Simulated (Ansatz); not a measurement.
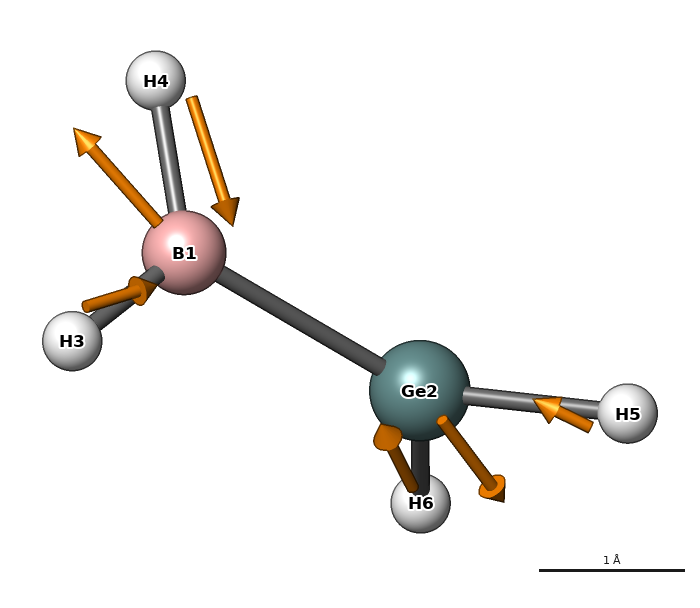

Arrows show the forces on the atoms, 0.8 Å of arrow for 1 eV/Å; forces under a tenth of the largest aren't drawn. State: charge +1, singlet. Level of theory: RHF-CCSD(T) (frozen core)/def2-TZVPP (Ansatz 0.2.0).

List the force components in the frame of the picture (x right, y up, z towards the viewer), in eV/Å.

```tsv
atom	Fx	Fy	Fz
B1	−0.75	0.84	0.12
Ge2	0.54	−0.72	−0.69
H3	0.63	0.19	−0.44
H4	0.36	−1.12	0.18
H5	−0.51	0.25	0.08
H6	−0.28	0.56	0.76
```
